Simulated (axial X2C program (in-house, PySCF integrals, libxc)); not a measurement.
# A two-component session on TaAs: properties at the nuclei

Wanted for TaAs: properties at the nuclei, at the two-component level.

Method: two-component X2C with atomic mean-field terms, Ta dyall-cv3z, As dyall-cv3z; program: an in-house X2C program for linear molecules on PySCF integrals.

All values are calculated.

## Step 1: Input

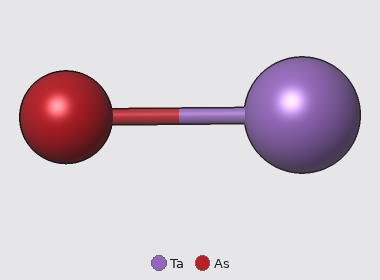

The two atoms at 2.670 Å (tantalum purple, arsenic red).

task.json reads:

```json
{
 "zs": [
  73,
  33
 ],
 "q": 0,
 "bas": [
  "dyall-cv3z",
  "dyall-cv3z"
 ],
 "r0": 2.67,
 "levels": [
  "PBE0",
  "HF",
  "PBE",
  "BP86",
  "PBE50"
 ],
 "nst": 3
}
```

Keys: zs atomic numbers; q charge; bas basis sets; r0 starting distance in Å; levels methods (HF also brings MP2); nst determinants followed.

Started as:

```sh
python soeom.py task.json out
```

Nuclei are Gaussian, cores are contracted, and the Gaunt term is on.

## Step 2: Expectation values, lowest determinant

R = 2.255 Å. State: Ω = 1 (excess of +ω over −ω: ω = -1/2, ω = 3/2).

Output of the PBE0 run:

```text
two-component X2C + atomic mean field  PBE0
basis functions 288  fitting functions 1494  grid points 5803
iter        total energy     max residual
   1     -17863.339872457     1.22e-05
   2     -17863.339872471     2.08e-05
   3     -17863.339872482     1.17e-05
   4     -17863.339872488     6.38e-06
   5     -17863.339872504     3.61e-06
   6     -17863.339872512     2.28e-06
   7     -17863.339872513     7.76e-07
converged
one-electron -25675.73340216  Coulomb 7665.89412442  exact exchange -99.50797550  xc functional -305.15669669  nuclear repulsion 565.31614240  atomic mean-field constant -14.15206498
```

The highest occupied spinor is 58% Ta d, 34% As p, 4% Ta p.

| level | Eeff magnitude (GV/cm) | Ws magnitude Ta (kHz) | A∥/gI Ta (MHz) | qzz Ta (a.u.) | A∥/gI As (MHz) | qzz As (a.u.) | μ (D) |
| --- | --- | --- | --- | --- | --- | --- | --- |
| PBE0 | 24.3 | 21 | -2230 | -2.72 | -168 | -1.65 | -4.49 |
| HF | 36.8 | 32.8 | -2650 | -4.65 | -255 | -4.11 | -4.93 |
| PBE | 20.5 | 17.6 | -1940 | -3.11 | -128 | -1.33 | -3.82 |
| BP86 | 20.3 | 17.3 | -2080 | -3.13 | -122 | -1.32 | -3.75 |
| PBE50 | 28.4 | 24.7 | -2560 | -2.72 | -217 | -2.20 | -5.06 |

Eeff is the effective electric field on the electron dipole moment in this Ω state and Ws the scalar–pseudoscalar constant (defined with the proton number Z and per Ω); A∥ is the parallel hyperfine constant, which follows by multiplying with the nuclear g factor gI = μI/(I μN); qzz is the electric field gradient, eQq0 = 234.96 MHz × Q/barn × qzz; μ is positive if As is the positive end. The operators were transformed with the bare-nucleus X2C matrices.

## Step 3: Expectation values, a higher determinant

R = 2.255 Å. State: Ω = 0 (closed shell), 0.39 eV above the lowest in the PBE0 search for states (made at or near this distance, with looser thresholds).

Output of the PBE0 run:

```text
two-component X2C + atomic mean field  PBE0
basis functions 288  fitting functions 1494  grid points 5803
iter        total energy     max residual
   1     -17863.325429752     7.46e-06
   2     -17863.325429763     6.25e-06
   3     -17863.325429765     6.06e-06
   4     -17863.325429769     2.59e-06
   5     -17863.325429771     1.24e-06
converged
one-electron -25672.17356527  Coulomb 7662.23573098  exact exchange -99.47247257  xc functional -305.07920032  nuclear repulsion 565.31614240  atomic mean-field constant -14.15206498
```

The highest occupied spinor is 48% Ta d, 36% Ta s, 9% As p.

| level | qzz Ta (a.u.) | qzz As (a.u.) | μ (D) |
| --- | --- | --- | --- |
| PBE0 | -8.75 | -2.71 | -3.46 |
| HF | -7.95 | -2.94 | -4.73 |
| PBE | -9.00 | -2.56 | -3.01 |
| BP86 | -9.07 | -2.55 | -2.95 |
| PBE50 | -8.50 | -2.85 | -3.94 |

## Step 4: Expectation values, a higher determinant

R = 2.255 Å. State: Ω = 3 (excess of +ω over −ω: ω = 1/2, ω = 5/2), 0.42 eV above the lowest in the PBE0 search for states (made at or near this distance, with looser thresholds).

Output of the PBE0 run:

```text
two-component X2C + atomic mean field  PBE0
basis functions 288  fitting functions 1494  grid points 5803
iter        total energy     max residual
   1     -17863.324465289     7.48e-06
   2     -17863.324465308     5.19e-06
   3     -17863.324465314     4.36e-06
   4     -17863.324465327     3.12e-06
   5     -17863.324465332     2.11e-06
   6     -17863.324465333     3.05e-06
converged
one-electron -25675.37358573  Coulomb 7665.54287188  exact exchange -99.50667884  xc functional -305.15115005  nuclear repulsion 565.31614240  atomic mean-field constant -14.15206498
```

The highest occupied spinor is 99% Ta d.

| level | Eeff magnitude (GV/cm) | Ws magnitude Ta (kHz) | A∥/gI Ta (MHz) | qzz Ta (a.u.) | A∥/gI As (MHz) | qzz As (a.u.) | μ (D) |
| --- | --- | --- | --- | --- | --- | --- | --- |
| PBE0 | 23.7 | 6.99 | 1400 | -3.12 | 50.6 | -1.73 | -4.40 |
| HF | 34.1 | 10.1 | 1410 | -4.75 | 66.5 | -4.10 | -4.88 |
| PBE | 19.7 | 5.82 | 1310 | -3.42 | 49.5 | -1.46 | -3.71 |
| BP86 | 19.5 | 5.75 | 1360 | -3.44 | 47.7 | -1.46 | -3.65 |
| PBE50 | 27.5 | 8.11 | 1480 | -3.08 | 53.7 | -2.26 | -4.97 |

## Step 5: What came out

| quantity | value |
| --- | --- |
| lowest determinant | Ω = 1 (excess of +ω over −ω: ω = -1/2, ω = 3/2) |
| Eeff magnitude (GV/cm), PBE0 | 24.3 |
| Ws magnitude Ta (kHz), PBE0 | 21 |
| A∥/gI Ta (MHz), PBE0 | -2230 |
| qzz Ta (a.u.), PBE0 | -2.72 |
| higher determinant | Ω = 0 (closed shell) |
| qzz Ta (a.u.), PBE0, higher determinant | -8.75 |
| qzz As (a.u.), PBE0, higher determinant | -2.71 |
| μ (D), PBE0, higher determinant | -3.46 |
| higher determinant | Ω = 3 (excess of +ω over −ω: ω = 1/2, ω = 5/2) |
| Eeff magnitude (GV/cm), PBE0, higher determinant | 23.7 |
| Ws magnitude Ta (kHz), PBE0, higher determinant | 6.99 |
| A∥/gI Ta (MHz), PBE0, higher determinant | 1400 |
| qzz Ta (a.u.), PBE0, higher determinant | -3.12 |

What this shows: In the first state, the effective field runs from 20.3 to 36.8 GV/cm over the mean-field levels. The expectation values come from single determinants, which for open shells can mix terms of unlike spin or miss the lowest Ω, so a determinant need not be a state. Eeff is the effective electric field on the electron dipole moment in this Ω state and Ws the scalar–pseudoscalar constant (defined with the proton number Z and per Ω); A∥ is the parallel hyperfine constant, which follows by multiplying with the nuclear g factor gI = μI/(I μN); qzz is the electric field gradient, eQq0 = 234.96 MHz × Q/barn × qzz; μ is positive if As is the positive end. The operators were transformed with the bare-nucleus X2C matrices.
